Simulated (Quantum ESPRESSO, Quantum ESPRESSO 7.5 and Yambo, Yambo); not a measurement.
## Gap slopes of CdF2 (Fm-3m) from G0W0 (hydrostatic strain)

Does PBE give the same change of gap under hydrostatic strain as G0W0? The case is CdF2 (Fm-3m).

Method: PBE and many-body steps on it, plane waves, in Quantum ESPRESSO 7.5 and Yambo 5.3.0.

## 1. Starting point

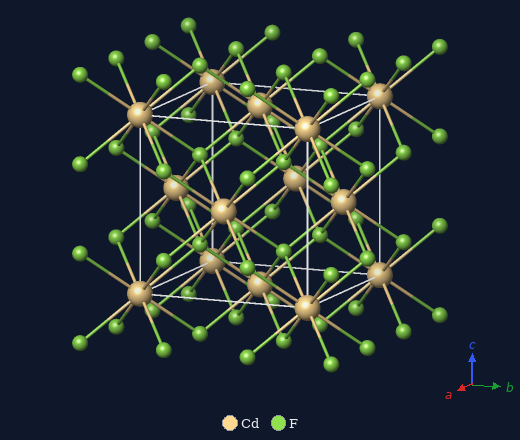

Start, viewed slightly off an axis; cadmium orange, fluorine green. This picture shows the conventional cell, with its axes. Some periodic images of atoms are drawn too.

Structure file:

```cif
data_structure
_symmetry_space_group_name_H-M 'Fm-3m'
_symmetry_Int_Tables_number 225
_cell_length_a 5.3880
_cell_length_b 5.3880
_cell_length_c 5.3880
_cell_angle_alpha 90.000
_cell_angle_beta 90.000
_cell_angle_gamma 90.000
_cell_volume 156.42
loop_
_atom_site_label
_atom_site_type_symbol
_atom_site_symmetry_multiplicity
_atom_site_Wyckoff_symbol
_atom_site_fract_x
_atom_site_fract_y
_atom_site_fract_z
_atom_site_occupancy
Cd1 Cd 4 a 0.00000 0.00000 0.00000 1
F1 F 8 c 0.25000 0.75000 0.75000 1
```

The cell and positions come from the Crystallography Open Database and are kept as given unless a step says otherwise.

## 2. Ground state

This step: Quantum ESPRESSO 7.5; DFT, PBE, plane waves, norm-conserving pseudopotentials.

The ground-state density comes first.

Input file pw.in:

```
&control
  calculation = 'scf'
  prefix = 'x'
  outdir = 'o'
  pseudo_dir = 'pseudo'
  tprnfor = .true.
  tstress = .true.
/
&system
  ibrav = 0
  nat = 3
  ntyp = 2
  ecutwfc = 94.0
  nbnd = 22
  force_symmorphic = .true.
/
&electrons
  conv_thr = 1e-10
  electron_maxstep = 80
  mixing_beta = 0.5
/
ATOMIC_SPECIES
  Cd 112.41 Cd.upf
  F 18.998 F.upf
CELL_PARAMETERS angstrom
  0.0000000000 2.6940000000 2.6940000000
  2.6940000000 -0.0000000000 2.6940000000
  2.6940000000 2.6940000000 -0.0000000000
ATOMIC_POSITIONS crystal
  Cd 0.0000000000 0.0000000000 0.0000000000
  F 0.2500000000 0.2500000000 0.2500000000
  F 0.7500000000 0.7500000000 0.7500000000
K_POINTS automatic
  6 6 6 0 0 0
```

Launch:

```sh
OMP_NUM_THREADS=1 mpirun -n 8 pw.x -nk 8 -in pw.in > pw.out
```

Output:

```text
Program PWSCF v.7.5 starts

     This program is part of the open-source Quantum ESPRESSO suite
     for quantum simulation of materials; please cite
         "P. Giannozzi et al., J. Phys.:Condens. Matter 21 395502 (2009);
         "P. Giannozzi et al., J. Phys.:Condens. Matter 29 465901 (2017);
         "P. Giannozzi et al., J. Chem. Phys. 152 154105 (2020);
     in publications or presentations arising from this work. More details at
     Message from routine setup:
[...]
total   stress  (Ry/bohr**3)                   (kbar)     P=       48.52
   0.00032982  -0.00000000  -0.00000000           48.52       -0.00       -0.00
  -0.00000000   0.00032982  -0.00000000           -0.00       48.52       -0.00
  -0.00000000  -0.00000000   0.00032982           -0.00       -0.00       48.52

     XML data file, charge density, pseudopotentials, collected wavefunctions

=------------------------------------------------------------------------------=
   JOB DONE.
=------------------------------------------------------------------------------=
[key lines of the parts left out:]
!    total energy              =    -449.42453169 Ry
convergence has been achieved in  10 iterations
```

Wall time 4.9 s (8 MPI ranks of Arm Neoverse V2, shared host); peak memory 0.54 GiB.

Numbers from this step:

```yaml
total_energy: -6114.7323 eV
gap: 3.143 eV
k_of_the_valence_top: 0.1667, -0.5, -0.3333
k_of_the_conduction_bottom: 0, 0, 0
least_direct_gap: 3.619 eV
pressure: 4.852 GPa
```

The gap is indirect, with the least direct gap 0.48 eV higher. The pressure of 5 GPa says that this functional would expand the cell; it is kept.

## 3. Empty states on the mesh, 4×4×4 mesh, 180 bands

The sums over transitions need many empty states on a uniform mesh; this step solves for them.

Changes to pw.in since step 2:

```diff
@@ -1,3 +1,3 @@
 &control
-  calculation = 'scf'
+  calculation = 'nscf'
   prefix = 'x'
@@ -5,4 +5,2 @@
   pseudo_dir = 'pseudo'
-  tprnfor = .true.
-  tstress = .true.
 /
@@ -13,3 +11,3 @@
   ecutwfc = 94.0
-  nbnd = 22
+  nbnd = 180
   force_symmorphic = .true.
@@ -17,5 +15,6 @@
 &electrons
-  conv_thr = 1e-10
+  conv_thr = 1e-9
   electron_maxstep = 80
-  mixing_beta = 0.5
+  diago_full_acc = .true.
+  diago_thr_init = 5e-6
 /
@@ -33,2 +32,2 @@
 K_POINTS automatic
-  6 6 6 0 0 0
+  4 4 4 0 0 0
```

Launch:

```sh
OMP_NUM_THREADS=1 mpirun -n 8 pw.x -nk 4 -in pw.in > pw.out
```

Output:

```text
[banner, memory and clock lines left out]
Program PWSCF v.7.5 starts

     Atomic positions and unit cell read from directory:
     o/x.save/

     Message from routine setup:
     using ibrav=0 with symmetry is DISCOURAGED, use correct ibrav instead

     bravais-lattice index     =            0
     lattice parameter (alat)  =       7.1997  a.u.
     unit-cell volume          =     263.8878 (a.u.)^3
     number of atoms/cell      =            3
     number of atomic types    =            2
     number of electrons       =        34.00
[...]
[... 11 further rows ...]
[...]
150.3776 152.2182 152.2182 153.9163

          k =-0.3536-0.3536 0.3536 (  4092 PWs)   bands (ev):

[...]
77.7756  78.0206  79.5497  79.5497  79.7154  79.7154  80.7871  80.7871
     [... 11 further rows ...]
   142.6400 143.2548 143.2548 145.9304 146.2468 146.2468 147.8969 147.8969
   148.9537 150.3201 150.3201 152.0200

          k = 0.3536 0.0000 0.0000 (  4064 PWs)   bands (ev):

     [... further k-points ...]

     highest occupied, lowest unoccupied level (ev):     6.5299    9.6539

     XML data file, pseudopotentials, collected wavefunctions
```

Elapsed: 11 s, on 8 MPI ranks; peak memory 0.64 GiB; 85 s of CPU time.

This step gave:

* gap: 3.124 eV
* k of the valence top: 0.25, -0.5, -0.25
* k of the conduction bottom: 0, 0, 0
* least direct gap: 3.619 eV
* k points computed: 8
* lowest point of the top converged band, above the valence top: 141.0797 eV

On this mesh the gap is 3.124 eV.

## 4. Conversion and set-up

This step: Yambo 5.3.0; conversion and set-up on PBE, plane waves, norm-conserving pseudopotentials.

The states are converted to the many-body program's format and the q mesh is built.

Launch:

```sh
(cd o/x.save; p2y > p2y.log; mv SAVE ../..); yambo > setup.log
```

Output:

```text
 Yambo, version 5.3.0

 [02] CORE Variables Setup
 =========================

  [02.01] Unit cells
  ==================

  Cell kind             :  FCC
  Atoms in the cell     :  Cd  F
  number of Cd atoms    :  1
  number of F  atoms    :  2

  List of atomic masses
  Mass of Cd    :  112.4100
  Mass of F     :  18.99800

  List of atomic coordinates    : [cc]
  Cd1       :  0.000000  0.000000  0.000000  order 1
  F1       :  2.545461  2.545461  2.545461  order 2
  F2       :  7.636383  7.636383  7.636383  order 3

  Alat factors          :  5.090922  5.090922  5.090922 [a.u.]
[...]
==========================================

 IBZ Q-points                                      :   8
 BZ  Q-points                                      :   64

 K/Q-points units:
 rlu = crystal or reduced units; cc = cartesian coordinates; iku = interal k-units

 Q [1]          [rlu]:  0.000000  0.000000  0.000000
 Q [2]          [rlu]: -0.36046E-16 -0.36046E-16  0.25000
 Q [3]          [rlu]:  0.72092E-16  0.72092E-16 -0.50000
[...]
Q [7]          [rlu]:  0.13177E-16 -0.50000     -0.50000
 Q [8]          [rlu]:  0.250000 -0.500000 -0.250000

  [03.01] X indexes
  =================

   [03.01.01] Sigma indexes
   ========================

 [06] Game Over & Game summary
```

Wall time 3.4 s (1 MPI rank); peak memory 0.25 GiB.

## 5. G0W0, strain +0 %

Now the one-shot GW correction: screening in the RPA, then the self-energy of the levels asked for.

This step: G0W0 on PBE, plane waves, norm-conserving pseudopotentials.

Input file gw1.in:

```
HF_and_locXC
gw0
dyson
ppa
em1d
rim_cut
RandQpts= 1000000
RandGvec= 1 RL
EXXRLvcs= 94 Ry
VXCRLvcs= 376 Ry
Chimod= "HARTREE"
% BndsRnXp
 1 | 180 |
%
NGsBlkXp= 17 Ry
% LongDrXp
 1 | 1 | 1 |
%
% GbndRnge
 1 | 180 |
%
DysSolver= "n"
ExtendOut
PPAPntXp= 27.21138 eV
% QPkrange
 8 | 8 | 16 | 19 |
 1 | 1 | 16 | 19 |
%
```

Launch:

```sh
OMP_NUM_THREADS=1 mpirun -n 8 yambo -F gw1.in -J gw1 -C gw1 > gw1.log
```

Output:

```text
 Yambo, version 5.3.0

 [02] CORE Variables Setup
 =========================

  [... cell, symmetries and grids as in the set-up ...]

  [02.05] Energies & Occupations
  ==============================

  [X] === General ===
  [X] Electronic Temperature                        :  0.000000  0.000000 [eV K]
  [X] Bosonic    Temperature                        :  0.000000  0.000000 [eV K]
  [X] Finite Temperature mode                       : no
  [X] El. density                                   :  0.86947E+24 [cm-3]
  [X] Fermi Level                                   :  6.529877 [eV]

  [X] === Gaps and Widths ===
  [X] Conduction Band Min                           :  3.124002 [eV]
  [X] Valence Band Max                              :  0.000000 [eV]
  [X] Filled Bands                                  :  17
  [X] Empty Bands                                   :   18  180
  [X] Direct Gap                                    :  3.619370 [eV]
  [X] Direct Gap localized at k                     :  1
  [X] Indirect Gap                                  :  3.124002 [eV]
  [X] Indirect Gap between kpts                     :   8   1
  [X] Last valence band width                       :  0.495368 [eV]
  [X] 1st conduction band width                     :  4.976966 [eV]

 [03] Transferred momenta grid and indexing
 ==========================================

 IBZ Q-points                                      :   8
 BZ  Q-points                                      :   64

 K/Q-points units:
 rlu = crystal or reduced units; cc = cartesian coordinates; iku = interal k-units

 Q [1]          [rlu]:  0.000000  0.000000  0.000000
 Q [2]          [rlu]: -0.36046E-16 -0.36046E-16  0.25000
 Q [3]          [rlu]:  0.72092E-16  0.72092E-16 -0.50000
[...]
Q [7]          [rlu]:  0.13177E-16 -0.50000     -0.50000
 Q [8]          [rlu]:  0.250000 -0.500000 -0.250000

 [04] Coloumb potential Random Integration (RIM)
 ===============================================

  [04.01] RIM initialization
  ==========================

  * Diagonal components only detected *

  8 x (sBL volume)        :  0.117498 [a.u.]
  sBZ random points       :  1000000
  Points outside the sBZ  :   7968281
  RL volume               :  0.939984 [a.u.]
  Integrated volume       :  0.943725 [a.u.]

  [04.02] RIM integrals
  =====================

  Gamma point sphere radius             :  0.088844 [a.u.]
  Points outside the sphere             :   800476
  [Int_sBZ(q=0) 1/q^2]*(Vol_sBZ)^(-1/3) =:  7.776341
                                 should be <:  7.795600

  Summary of Coulomb integrals for non-metallic bands |Q|[au] RIM/Bare

  Q [1] 0.100000E-4 0.997530 * Q [2] 0.267211 1.068862
  Q [4] 0.308548 1.067204 * Q [6] 0.436353 1.029264
  Q [5] 0.511670 1.022872 * Q [3] 0.534422 1.020326
  Q [7] 0.617097 1.017560 * Q [8] 0.689935 1.014592

 [05] Dipoles
 ============

  [05.01] Setup: observables and procedures
[...]
QP @ state[ 2 ] b range:  16  19

 [xc] Functional : Perdew, Burke & Ernzerhof(X)+Perdew, Burke & Ernzerhof(C)
 [xc] LIBXC used to calculate xc functional
  PP Number of Atomic Species                      :  2
  NLCC RL compoments                               :   32647
  PP Number of Atomic Species                      :  2
  NLCC RL compoments                               :   32647

 [xc] E_xc :  -24.65861 [Ha]
      E_xc :  -49.31721 [Ry]

  Local XC kind (lXC) : Perdew, Burke & Ernzerhof(X)+Perdew, Burke & Ernzerhof(C)
  Non-Local XC kind (nlXC) : Hartree-Fock

  Corrections @ K [1] :  [eV]
 <16|nlXC|16> = -32.30952  0.12864E-16 <16|lXC|16> = -24.99307  0.70812E-16
 <17|nlXC|17> = -32.30952 -0.52649E-17 <17|lXC|17> = -24.99307 -0.59038E-16
 <18|nlXC|18> = -7.995134  0.67103E-18 <18|lXC|18> = -12.40280 -0.37762E-15
[...]
Corrections @ K [8] :  [eV]
[...]
<18|nlXC|18> = -10.76548 -0.46529E-18 <18|lXC|18> = -16.75171  0.18881E-15
 <19|nlXC|19> = -6.369104 -0.12376E-17 <19|lXC|19> = -10.95815  0.47207E-16

  [07.01] Hartree-Fock occupations report
  =======================================

  [Hartree-Fock] === General ===
  [Hartree-Fock] Electronic Temperature             :  0.000000  0.000000 [eV K]
  [Hartree-Fock] Bosonic    Temperature             :  0.000000  0.000000 [eV K]
  [Hartree-Fock] Finite Temperature mode            : no
  [Hartree-Fock] El. density                        :  0.86947E+24 [cm-3]
  [Hartree-Fock] Fermi Level                        :  6.529877 [eV]

  [Hartree-Fock] === Gaps and Widths ===
  [Hartree-Fock] Conduction Band Min                :  4.990531 [eV]
  [Hartree-Fock] Valence Band Max                   : -0.088828 [eV]
  [Hartree-Fock] Filled Bands                       :  17
  [Hartree-Fock] Empty Bands                        :   18  180
  [Hartree-Fock] Direct Gap                         :  5.439233 [eV]
  [Hartree-Fock] Direct Gap localized at k          :  2
  [Hartree-Fock] Indirect Gap                       :  5.079359 [eV]
  [Hartree-Fock] Indirect Gap between kpts          :   7   2
  [Hartree-Fock] Last valence band width            :  7.722994 [eV]
  [Hartree-Fock] 1st conduction band width          :  9.096662 [eV]

 [08] Dyson equation: Newton solver
 ==================================

  [08.01] G0W0 (W PPA)
  ====================

  [  GW  ] Bands range     :    1  180
  [GW/PPA] G damping       :  0.100000 [eV]

  QP @ state[ 1 ] K range:  1  1
  QP @ state[ 1 ] b range:  16  19
  QP @ state[ 2 ] K range:   8   8
  QP @ state[ 2 ] b range:  16  19

   Sc/G bands                                       :    1  180
   Sc/G damping                                     :  0.100000 ev
   Sc bands terminator                              : no
   Sx RL components                                 :   4111

   QP @ state[ 1 ] K range                          :  1  1
   QP @ state[ 1 ] b range                          :  16  19
   QP @ state[ 2 ] K range                          :   8   8
   QP @ state[ 2 ] b range                          :  16  19
   GF energies kind                                 : Perdew, Burke & Ernzerhof(X)+Perdew, Burke & Ernzerhof(C)
   GF WF`s kind                                     : Perdew, Burke & Ernzerhof(X)+Perdew, Burke & Ernzerhof(C)
   Xs energies kind                                 : Perdew, Burke & Ernzerhof(X)+Perdew, Burke & Ernzerhof(C)
   Xs WF`s kind                                     : Perdew, Burke & Ernzerhof(X)+Perdew, Burke & Ernzerhof(C)

 [11] Game Over & Game summary
```

Elapsed: 2.6 min, on 8 MPI ranks; peak memory 3.6 GiB; 17 min of CPU time.

Numbers from this step:

```
G0W0 gap on the points computed              : 5.387 eV
starting gap on the mesh                     : 3.124 eV
k of the valence top                         : 0.25, -0.5, -0.25
k of the conduction bottom                   : 0, 0, 0
least direct G0W0 gap on the computed points : 6.148 eV
Z at the valence top                         : 0.7943
Z at the conduction bottom                   : 0.8686
```

The gap on the mesh goes from 3.12 eV to 5.39 eV, a correction of +2.26 eV.

## 6. G0W0, strain -1 %

The cell differs from the one that the last finished run ended in (a 3.810 → 3.772 Å, b 3.810 → 3.772 Å, c 3.810 → 3.772 Å).

gw2.in, as its differences from gw1.in of step 5:

```diff
@@ -14,3 +14,3 @@
 %
-NGsBlkXp= 17 Ry
+NGsBlkXp= 339 RL
 % LongDrXp
```

Launch:

```sh
OMP_NUM_THREADS=1 mpirun -n 8 yambo -F gw2.in -J gw2 -C gw2 > gw2.log
```

Output:

```text
 Yambo, version 5.3.0

 [02] CORE Variables Setup
 =========================

  [... cell, symmetries and grids as in the set-up ...]

  [02.05] Energies & Occupations
  ==============================

  [X] === General ===
  [X] Electronic Temperature                        :  0.000000  0.000000 [eV K]
  [X] Bosonic    Temperature                        :  0.000000  0.000000 [eV K]
  [X] Finite Temperature mode                       : no
  [X] El. density                                   :  0.89609E+24 [cm-3]
[...]
QP @ state[ 1 ] b range                          :  16  19
   QP @ state[ 2 ] K range                          :   8   8
   QP @ state[ 2 ] b range                          :  16  19
   GF energies kind                                 : Perdew, Burke & Ernzerhof(X)+Perdew, Burke & Ernzerhof(C)
   GF WF`s kind                                     : Perdew, Burke & Ernzerhof(X)+Perdew, Burke & Ernzerhof(C)
   Xs energies kind                                 : Perdew, Burke & Ernzerhof(X)+Perdew, Burke & Ernzerhof(C)
   Xs WF`s kind                                     : Perdew, Burke & Ernzerhof(X)+Perdew, Burke & Ernzerhof(C)

 [11] Game Over & Game summary
```

The job ended after 2.8 min (8 MPI ranks; peak memory 3.5 GiB; 17 min of CPU time).

Numbers from this step:

* G0W0 gap on the points computed: 5.533 eV
* starting gap on the mesh: 3.235 eV
* k of the valence top: 0.25, -0.5, -0.25
* k of the conduction bottom: 0, 0, 0
* least direct G0W0 gap on the computed points: 6.258 eV

The gap on the mesh goes from 3.24 eV to 5.53 eV, a correction of +2.30 eV.

Ground state, empty states and screening of this cell were made anew, as for the first cell; those steps are not shown. 

## 7. G0W0, strain +1 %

The cell differs from the one that the last finished run ended in (a 3.772 → 3.848 Å, b 3.772 → 3.848 Å, c 3.772 → 3.848 Å).

gw3.in is the same as gw2.in of step 6.

Launch:

```sh
OMP_NUM_THREADS=1 mpirun -n 8 yambo -F gw3.in -J gw3 -C gw3 > gw3.log
```

Output:

```text
 Yambo, version 5.3.0

 [02] CORE Variables Setup
 =========================

  [... cell, symmetries and grids as in the set-up ...]

  [02.05] Energies & Occupations
  ==============================

  [X] === General ===
  [X] Electronic Temperature                        :  0.000000  0.000000 [eV K]
  [X] Bosonic    Temperature                        :  0.000000  0.000000 [eV K]
  [X] Finite Temperature mode                       : no
  [X] El. density                                   :  0.84390E+24 [cm-3]
[...]
QP @ state[ 1 ] b range                          :  16  19
   QP @ state[ 2 ] K range                          :   8   8
   QP @ state[ 2 ] b range                          :  16  19
   GF energies kind                                 : Perdew, Burke & Ernzerhof(X)+Perdew, Burke & Ernzerhof(C)
   GF WF`s kind                                     : Perdew, Burke & Ernzerhof(X)+Perdew, Burke & Ernzerhof(C)
   Xs energies kind                                 : Perdew, Burke & Ernzerhof(X)+Perdew, Burke & Ernzerhof(C)
   Xs WF`s kind                                     : Perdew, Burke & Ernzerhof(X)+Perdew, Burke & Ernzerhof(C)

 [11] Game Over & Game summary
```

Run time: 2.5 min. Hardware: 8 MPI ranks; peak memory 3.6 GiB; 17 min of CPU time.

This step gave:

```
G0W0 gap on the points computed              : 5.229 eV
starting gap on the mesh                     : 3.015 eV
k of the valence top                         : 0.25, -0.5, -0.25
k of the conduction bottom                   : 0, 0, 0
least direct G0W0 gap on the computed points : 6.022 eV
```

The gap on the mesh goes from 3.01 eV to 5.23 eV, a correction of +2.21 eV.

Again on this cell's own states.

[end of part 1 of 2]

[Paths, hosts, dates, memory and timing lines, banners, echoed tables and standing remarks are left out of the program output.]

[Logs are printed without paths, hosts, clocks, repeated set-up lines and the standing remarks that a program may print on its own settings, such as how far it seeks lower states.]

[Runs of the session that timed out or met a known fault of the program may be left out.]

[Hosts, paths, dates, database ids (printed as entryN), source tags and the programs' standing remarks are cut or masked in the printed files.]
